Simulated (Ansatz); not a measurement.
# C$_{2}$H$_{10}$GaNSi (SMILES C[SiH](C)[NH][GaH2]): what the fields show

Input file:

```
crystal:
  periodic: [false, false, false]
  atoms:
    - {symbol: C, position_ang: [-1.693615, 0.187224, 1.287132]}
    - {symbol: Si, position_ang: [-0.028716, 0.574124, 0.527408]}
    - {symbol: C, position_ang: [1.214911, -0.746020, 0.965248]}
    - {symbol: N, position_ang: [-0.147901, 0.707407, -1.195394]}
    - {symbol: Ga, position_ang: [0.694731, -0.194712, -2.545826]}
    - {symbol: H, position_ang: [-2.433870, 0.947328, 1.023109]}
    - {symbol: H, position_ang: [-2.066602, -0.779945, 0.939596]}
    - {symbol: H, position_ang: [-1.626689, 0.155737, 2.378352]}
    - {symbol: H, position_ang: [0.430117, 1.876834, 1.102609]}
    - {symbol: H, position_ang: [0.912973, -1.725612, 0.585976]}
    - {symbol: H, position_ang: [1.302206, -0.819979, 2.052627]}
    - {symbol: H, position_ang: [2.205928, -0.520984, 0.565091]}
    - {symbol: H, position_ang: [-0.789226, 1.418227, -1.522647]}
    - {symbol: H, position_ang: [1.713882, -1.311552, -2.162259]}
    - {symbol: H, position_ang: [0.311862, 0.231933, -4.001024]}
basis:
  gaussian: {orbitals: def2-TZVPP}
hamiltonian: {xc: pbe0, dispersion: d4}
output: {orbitals: {seedname: orbitals}}
```

Launched as:

```sh
ansatz run in.yaml --threads 2 --pin off --events-out ev --progress --plain --max-ram 32768MiB --backend cuda --devices 0, --max-vram 18GiB
```

Geometry: PBE0-D4/def2-TZVP.

All numbers below come from RKS PBE0-D4/def2-TZVPP (Ansatz).

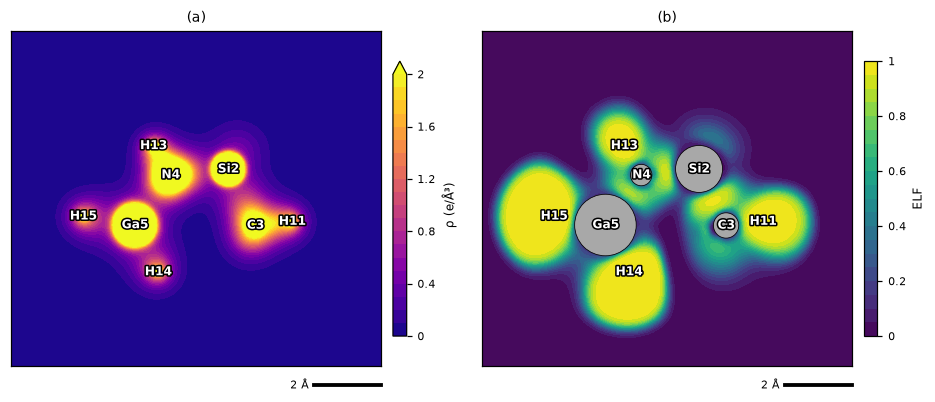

Figure 1. (a) total electron density; (b) ELF on the plane of atoms N4, Ga5 and H15. Grey discs cover the atomic cores in the ELF map.

> What do the fields say about this system?

Atoms in the plane: Si, C, N, Ga and H.
Si–N (1.73 Å): ρ is about 1.1 e/Å³ halfway; the ELF peaks at about 0.90 between the atoms: a polar covalent bond.
Ga–N (1.83 Å): ρ at the midpoint is about 0.9 e/Å³; the ELF peaks at about 0.85 in the valence shell of N, 0.6 Å from its nucleus, and is about 0.30 at the midpoint.
C–Si (1.87 Å): the density is about 0.98 e/Å³ at the midpoint; the ELF peaks at about 0.95 between the atoms (a covalent bond).
N–H (1.01 Å): the density is about 2.8 e/Å³ at the midpoint; the ELF climbs to about 1 towards the hydrogen, as it does in any bond to H (an ordinary covalent bond to hydrogen).
C–H (1.09 Å): ρ is about 2 e/Å³ halfway; the ELF climbs to about 1 towards the hydrogen (a covalent bond by its length).

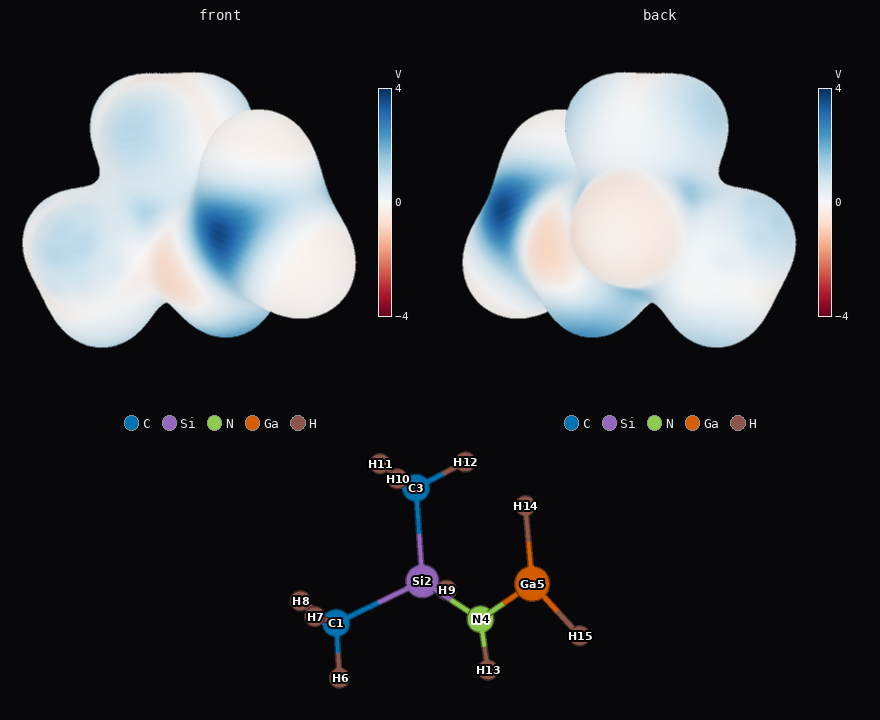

Figure 2. The molecular electrostatic potential painted on the density surface at 0.004 e/bohr³, seen from the front and from behind; the colour scale runs from red (negative) to blue (positive). The bare structure is drawn below in the same view.

> Which sites attract a positive test charge, and which a negative one?

A positive charge is drawn to the negative regions and a negative charge to the positive ones. The most negative region (about −0.7 V) lies over N4, the most positive (about +3.5 V) over Ga5.

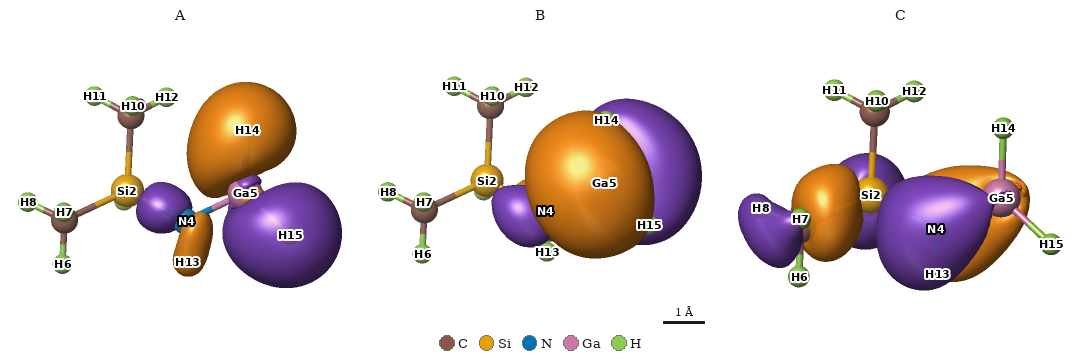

Figure 3. Three frontier orbitals at ±0.08 Å⁻³ᐟ² (orange and purple are the two phases), in no order.

> Order the three orbitals by energy and name them.

A is the HOMO−1 (−8.47 eV). Its weight (Hirshfeld) is mainly on Ga5 (about 35 %), H15 (about 30 %) and H14 (about 25 %). C is the HOMO (−7.31 eV). It lies mainly on N4 (about 50 %), Si2 (about 15 %), Ga5 (about 10 %), C1 (about 10 %) and H9 (about 10 %). B is the LUMO (−0.97 eV). It lies mainly on Ga5 (about 75 %) and N4 (about 10 %).

> What is the HOMO–LUMO gap?

6.34 eV between the orbital energies.
